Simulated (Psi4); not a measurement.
# Excited-state calculation of CH6B (charge −1) (part 2 of 2)

Continued. System: CH6B, charge −1, SMILES [H][B-]([H])([H])C. Method: TDHF/2ZaPa-NR, UHF (Psi4 1.11). The geometry comes from this level: GFN2-xTB (4 decimals). The settings are looser than a standard set-up, so the numbers are not reference values.

Geometry of the input (Å):
```
B  -0.0021  0.0030  -0.8203
C  0.0022  -0.0028  0.8288
H  -1.0102  0.0419  1.2453
H  0.5502  0.8499  1.2449
H  0.4696  -0.9054  1.2389
H  1.1514  -0.0352  -1.2491
H  -0.5462  1.0242  -1.2403
H  -0.6150  -0.9756  -1.2483
```

What the program printed, continued:
```
******************************************************************************************
**********                               WARNING                                **********
**********       The names of excited state variables changed between 1.5       **********
**********     and 1.6. For a quick solution, remove the symmetry specifier     **********
**********   from the variable name. For full details, see 'Notes on Psivars'   **********
**********                        in the documentation.                         **********
******************************************************************************************

         ---------------------------------------------------------
                         TDSCF excitation energies
         ---------------------------------------------------------

  ==> Options <==

     Residual threshold  : 1.0000e-04
     Initial guess       : denominators
     Reference           : UHF
     Solver type         : RPA (Hamiltonian)

  ==> Requested Excitations <==

      6 singlet states with A symmetry

  ==> Seeking the lowest 6 singlet states with A symmetry

                        Generalized Hamiltonian Solver

  ==> Options <==

    Max number of iterations        = 60
    Eigenvector tolerance           = 1.0000e-04
    Max number of expansion vectors = 1200

  => Iterations <=
                              Max[D[value]]     Max[|R|]   # vectors
  HamiltonianSolver iter   1:   2.30353e-01  8.67609e-02     24
  HamiltonianSolver iter   2:   1.64883e-02  6.11544e-02     36
  HamiltonianSolver iter   3:   3.26321e-03  3.18313e-02     48
  HamiltonianSolver iter   4:   1.32129e-03  3.03955e-02     60
  HamiltonianSolver iter   5:   2.15506e-03  9.80872e-02     72
  HamiltonianSolver iter   6:   4.23410e-03  3.50208e-02     84
  HamiltonianSolver iter   7:   3.86573e-04  1.45527e-02     96
  HamiltonianSolver iter   8:   5.11213e-05  6.02771e-03    108
  HamiltonianSolver iter   9:   7.85497e-06  2.00780e-03    116
  HamiltonianSolver iter  10:   6.93070e-07  5.95401e-04    124
  HamiltonianSolver iter  11:   5.94577e-08  1.79488e-04    128
  HamiltonianSolver iter  12:   3.93214e-09  4.99378e-05    130      Converged

******************************************************************************************
**********                               WARNING                                **********
**********  Length-gauge rotatory strengths are **NOT** gauge-origin invariant  **********
******************************************************************************************

                                    Excitation Energy         Total Energy        Oscillator Strength             Rotatory Strength
     #   Sym: GS->ES (Trans)        au              eV              au          au (length)    au (velocity)    au (length)    au (velocity)
    ---- -------------------- --------------- --------------- --------------- --------------- --------------- --------------- ---------------
     1        A->A (1 A)       0.19934         5.42429        -65.81902        0.0000          0.0000         -0.0000          0.0000
     2        A->A (1 A)       0.19942         5.42642        -65.81894        0.0000          0.0000         -0.0000         -0.0000
     3        A->A (1 A)       0.21090         5.73898        -65.80746        0.0483          0.0425          0.0005          0.0004
     4        A->A (1 A)       0.21098         5.74094        -65.80738        0.0482          0.0424          0.0004          0.0003
     5        A->A (1 A)       0.21129         5.74947        -65.80707        0.0000          0.0000          0.0000          0.0000
     6        A->A (1 A)       0.22000         5.98654        -65.79836        0.0000          0.0000         -0.0000         -0.0000

Contributing excitations and de-excitations
Only contributions with abs(coeff) > 1.00e-01 will be printed:

Excited State    1 (1 A):   0.19934 au   228.57 nm f = 0.0000
Alpha orbitals:
  Sums of squares: Xssq =  5.015866e-01; Yssq =  1.586623e-03; Xssq - Yssq =  5.000000e-01
      8a (a) ->  11a (a)   -0.110674 ( 1.225%)
      8a (a) ->  17a (a)    0.126238 ( 1.594%)
      9a (a) ->  10a (a)    0.551837 (30.452%)
      9a (a) ->  11a (a)   -0.100963 ( 1.019%)
      9a (a) ->  12a (a)   -0.111586 ( 1.245%)
      9a (a) ->  13a (a)    0.100612 ( 1.012%)
      9a (a) ->  16a (a)    0.178707 ( 3.194%)
      9a (a) ->  18a (a)    0.126180 ( 1.592%)
      9a (a) ->  19a (a)    0.133223 ( 1.775%)
      9a (a) ->  22a (a)    0.165287 ( 2.732%)
Beta orbitals:
  Sums of squares: Xssq =  5.015866e-01; Yssq =  1.586623e-03; Xssq - Yssq =  5.000000e-01
      8a (b) ->  11a (b)    0.110674 ( 1.225%)
      8a (b) ->  17a (b)   -0.126238 ( 1.594%)
      9a (b) ->  10a (b)   -0.551837 (30.452%)
      9a (b) ->  11a (b)    0.100963 ( 1.019%)
      9a (b) ->  12a (b)    0.111586 ( 1.245%)
      9a (b) ->  13a (b)   -0.100612 ( 1.012%)
      9a (b) ->  16a (b)   -0.178707 ( 3.194%)
      9a (b) ->  18a (b)   -0.126180 ( 1.592%)
      9a (b) ->  19a (b)   -0.133223 ( 1.775%)
      9a (b) ->  22a (b)   -0.165287 ( 2.732%)

Excited State    2 (1 A):   0.19942 au   228.48 nm f = 0.0000
Alpha orbitals:
  Sums of squares: Xssq =  5.015845e-01; Yssq =  1.584548e-03; Xssq - Yssq =  5.000000e-01
      8a (a) ->  10a (a)   -0.551696 (30.437%)
      8a (a) ->  12a (a)   -0.109486 ( 1.199%)
      8a (a) ->  13a (a)   -0.104762 ( 1.098%)
      8a (a) ->  16a (a)   -0.178609 ( 3.190%)
      8a (a) ->  18a (a)    0.126151 ( 1.591%)
      8a (a) ->  19a (a)   -0.133059 ( 1.770%)
      8a (a) ->  22a (a)   -0.165221 ( 2.730%)
      9a (a) ->  11a (a)    0.111828 ( 1.251%)
      9a (a) ->  17a (a)   -0.126917 ( 1.611%)
Beta orbitals:
  Sums of squares: Xssq =  5.015845e-01; Yssq =  1.584548e-03; Xssq - Yssq =  5.000000e-01
      8a (b) ->  10a (b)    0.551696 (30.437%)
      8a (b) ->  12a (b)    0.109486 ( 1.199%)
      8a (b) ->  13a (b)    0.104762 ( 1.098%)
      8a (b) ->  16a (b)    0.178609 ( 3.190%)
      8a (b) ->  18a (b)   -0.126151 ( 1.591%)
      8a (b) ->  19a (b)    0.133059 ( 1.770%)
      8a (b) ->  22a (b)    0.165221 ( 2.730%)
      9a (b) ->  11a (b)   -0.111828 ( 1.251%)
      9a (b) ->  17a (b)    0.126917 ( 1.611%)

Excited State    3 (1 A):   0.21090 au   216.04 nm f = 0.0483
Alpha orbitals:
  Sums of squares: Xssq =  5.001044e-01; Yssq =  1.043842e-04; Xssq - Yssq =  5.000000e-01
      8a (a) ->  11a (a)    0.102901 ( 1.059%)
      8a (a) ->  12a (a)   -0.107354 ( 1.152%)
      9a (a) ->  10a (a)   -0.619910 (38.429%)
      9a (a) ->  11a (a)    0.108668 ( 1.181%)
      9a (a) ->  12a (a)    0.103392 ( 1.069%)
      9a (a) ->  16a (a)   -0.141190 ( 1.993%)
      9a (a) ->  22a (a)   -0.107107 ( 1.147%)
Beta orbitals:
  Sums of squares: Xssq =  5.001044e-01; Yssq =  1.043842e-04; Xssq - Yssq =  5.000000e-01
      8a (b) ->  11a (b)    0.102901 ( 1.059%)
      8a (b) ->  12a (b)   -0.107354 ( 1.152%)
      9a (b) ->  10a (b)   -0.619910 (38.429%)
      9a (b) ->  11a (b)    0.108668 ( 1.181%)
      9a (b) ->  12a (b)    0.103392 ( 1.069%)
      9a (b) ->  16a (b)   -0.141190 ( 1.993%)
      9a (b) ->  22a (b)   -0.107107 ( 1.147%)

Excited State    4 (1 A):   0.21098 au   215.97 nm f = 0.0482
Alpha orbitals:
  Sums of squares: Xssq =  5.001044e-01; Yssq =  1.044281e-04; Xssq - Yssq =  5.000000e-01
      8a (a) ->  10a (a)   -0.619632 (38.394%)
      8a (a) ->  11a (a)   -0.106248 ( 1.129%)
      8a (a) ->  12a (a)   -0.102324 ( 1.047%)
      8a (a) ->  16a (a)   -0.141175 ( 1.993%)
      8a (a) ->  22a (a)   -0.106999 ( 1.145%)
      9a (a) ->  11a (a)    0.103749 ( 1.076%)
      9a (a) ->  12a (a)   -0.108203 ( 1.171%)
Beta orbitals:
  Sums of squares: Xssq =  5.001044e-01; Yssq =  1.044281e-04; Xssq - Yssq =  5.000000e-01
      8a (b) ->  10a (b)   -0.619632 (38.394%)
      8a (b) ->  11a (b)   -0.106248 ( 1.129%)
      8a (b) ->  12a (b)   -0.102324 ( 1.047%)
      8a (b) ->  16a (b)   -0.141175 ( 1.993%)
      8a (b) ->  22a (b)   -0.106999 ( 1.145%)
      9a (b) ->  11a (b)    0.103749 ( 1.076%)
      9a (b) ->  12a (b)   -0.108203 ( 1.171%)

Excited State    5 (1 A):   0.21129 au   215.64 nm f = 0.0000
Alpha orbitals:
  Sums of squares: Xssq =  5.018815e-01; Yssq =  1.881536e-03; Xssq - Yssq =  5.000000e-01
      7a (a) ->  10a (a)    0.441771 (19.516%)
      7a (a) ->  13a (a)   -0.163735 ( 2.681%)
      7a (a) ->  19a (a)    0.102204 ( 1.045%)
      7a (a) ->  23a (a)    0.107580 ( 1.157%)
      8a (a) ->  12a (a)    0.263933 ( 6.966%)
      8a (a) ->  17a (a)    0.153881 ( 2.368%)
      8a (a) ->  18a (a)   -0.126412 ( 1.598%)
      9a (a) ->  11a (a)    0.265474 ( 7.048%)
      9a (a) ->  17a (a)   -0.126319 ( 1.596%)
      9a (a) ->  18a (a)   -0.154350 ( 2.382%)
Beta orbitals:
  Sums of squares: Xssq =  5.018815e-01; Yssq =  1.881536e-03; Xssq - Yssq =  5.000000e-01
      7a (b) ->  10a (b)   -0.441771 (19.516%)
      7a (b) ->  13a (b)    0.163735 ( 2.681%)
      7a (b) ->  19a (b)   -0.102204 ( 1.045%)
      7a (b) ->  23a (b)   -0.107580 ( 1.157%)
      8a (b) ->  12a (b)   -0.263933 ( 6.966%)
      8a (b) ->  17a (b)   -0.153881 ( 2.368%)
      8a (b) ->  18a (b)    0.126412 ( 1.598%)
      9a (b) ->  11a (b)   -0.265474 ( 7.048%)
      9a (b) ->  17a (b)    0.126319 ( 1.596%)
      9a (b) ->  18a (b)    0.154350 ( 2.382%)

Excited State    6 (1 A):   0.22000 au   207.11 nm f = 0.0000
Alpha orbitals:
  Sums of squares: Xssq =  5.013133e-01; Yssq =  1.313331e-03; Xssq - Yssq =  5.000000e-01
      7a (a) ->  10a (a)    0.292577 ( 8.560%)
      7a (a) ->  13a (a)   -0.421191 (17.740%)
      7a (a) ->  23a (a)    0.141960 ( 2.015%)
      8a (a) ->  12a (a)   -0.263361 ( 6.936%)
      8a (a) ->  17a (a)   -0.117580 ( 1.382%)
      9a (a) ->  11a (a)   -0.264884 ( 7.016%)
      9a (a) ->  18a (a)    0.117351 ( 1.377%)
Beta orbitals:
  Sums of squares: Xssq =  5.013133e-01; Yssq =  1.313331e-03; Xssq - Yssq =  5.000000e-01
      7a (b) ->  10a (b)   -0.292577 ( 8.560%)
      7a (b) ->  13a (b)    0.421191 (17.740%)
      7a (b) ->  23a (b)   -0.141960 ( 2.015%)
      8a (b) ->  12a (b)    0.263361 ( 6.936%)
      8a (b) ->  17a (b)    0.117580 ( 1.382%)
      9a (b) ->  11a (b)    0.264884 ( 7.016%)
      9a (b) ->  18a (b)   -0.117351 ( 1.377%)

******************************************************************************************
**********                               WARNING                                **********
**********       The names of excited state variables changed between 1.5       **********
**********     and 1.6. For a quick solution, remove the symmetry specifier     **********
**********   from the variable name. For full details, see 'Notes on Psivars'   **********
**********                        in the documentation.                         **********
******************************************************************************************
```

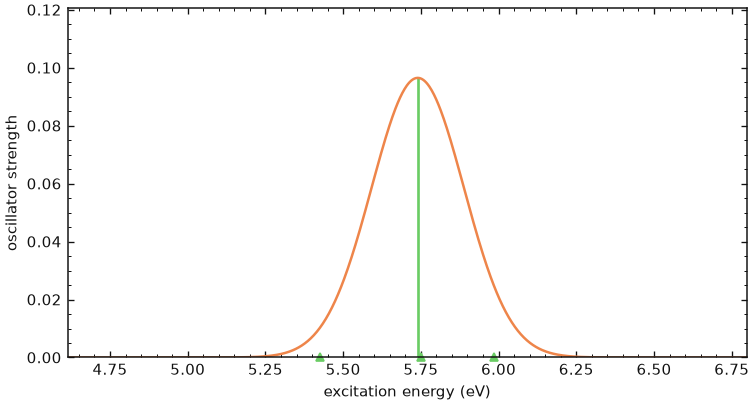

Computed excitations as sticks (degenerate states added up, dark ones marked on the axis), with a Gaussian envelope of 0.35 eV full width at half maximum, scaled to the tallest. Of the 6 states the lowest lies at 5.43 eV (f = 0.000); the strongest line is at 5.74 eV, or 216 nm (f = 0.097, summed over 2 states that lie within 0.004 eV).

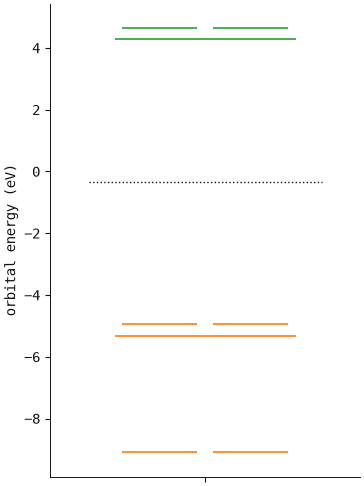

Orbital energies near the frontier; the dotted line parts filled from empty levels, and levels within 0.02 eV of each other stand side by side. Highest filled −4.95 eV, lowest empty 4.29 eV, 9.24 eV apart.

Summary:

- outcome: converged
- total energy: −66.018360 hartree
- basis functions: 72
- HOMO: −4.95 eV
- LUMO: 4.29 eV
- lowest excitation: 5.42 eV
- wall time: 9.6 s
- peak memory: 0.26 GiB

Remarks:

Settings chosen away from the usual ones: d_convergence set to 0.0001. These settings are looser than, or depart from, a standard set-up, so the numbers are not reference values for this system.
